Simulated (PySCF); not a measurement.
System: C$_{6}$H$_{12}$BFS (SMILES C=CBS[C@](C)(F)CC).

```yaml
atoms:
  - { symbol: C, position_ang: [4.2046, 0.6299, 0.6453] }
  - { symbol: C, position_ang: [2.9669, 0.4240, 1.0942] }
  - { symbol: B, position_ang: [1.7611, 0.1327, 0.1745] }
  - { symbol: S, position_ang: [0.1742, -0.0503, 0.9319] }
  - { symbol: C, position_ang: [-0.9679, -0.4008, -0.4974] }
  - { symbol: C, position_ang: [-0.7691, -1.8348, -0.9592] }
  - { symbol: F, position_ang: [-0.6323, 0.4403, -1.5380] }
  - { symbol: C, position_ang: [-2.4050, -0.1049, -0.0759] }
  - { symbol: C, position_ang: [-2.6151, 1.3547, 0.3092] }
  - { symbol: H, position_ang: [5.0381, 0.8334, 1.3001] }
  - { symbol: H, position_ang: [4.4271, 0.6059, -0.4098] }
  - { symbol: H, position_ang: [2.8110, 0.4673, 2.1678] }
  - { symbol: H, position_ang: [1.8669, 0.0379, -0.9851] }
  - { symbol: H, position_ang: [0.2606, -1.9857, -1.2767] }
  - { symbol: H, position_ang: [-1.4277, -2.0468, -1.7997] }
  - { symbol: H, position_ang: [-0.9927, -2.5173, -0.1444] }
  - { symbol: H, position_ang: [-3.0579, -0.3595, -0.9149] }
  - { symbol: H, position_ang: [-2.6490, -0.7538, 0.7654] }
  - { symbol: H, position_ang: [-2.0046, 1.6091, 1.1719] }
  - { symbol: H, position_ang: [-2.3394, 2.0063, -0.5166] }
  - { symbol: H, position_ang: [-3.6588, 1.5293, 0.5568] }
```

Geometry: GFN2-xTB.

The calculation used PBE0/pcSseg-1, SCF density, gas phase, non-relativistic in PySCF 2.14.0.

Predict the electron density and electron localisation function between the atoms.

Answer. C–C (1.33 Å): the density is about 2.3 e/Å³ at the midpoint; the ELF peaks at about 0.95 between the atoms (a multiple bond).
C–B (1.54 Å): ρ at the midpoint is about 1.5 e/Å³; the ELF peaks at about 1 between the atoms (localised, covalent bonding).
B–S (1.77 Å): ρ at the midpoint is about 1.3 e/Å³; the ELF peaks at about 0.95 between the atoms; localised, covalent bonding.
C–S (1.86 Å): ρ at the midpoint is about 1.2 e/Å³; the ELF peaks at about 0.95 between the atoms: a shared electron pair.

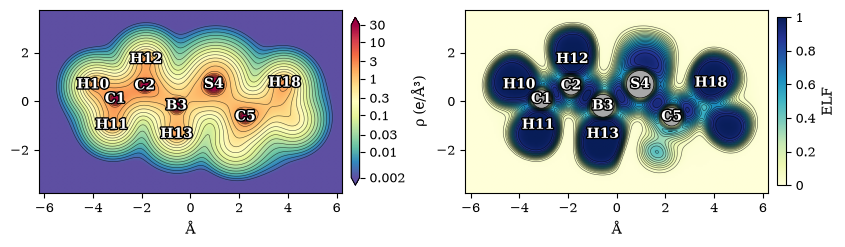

Computed electron density and electron localisation function on the plane of atoms H10, C1 and H11, in this order. Grey discs cover the atomic cores in the ELF map. 
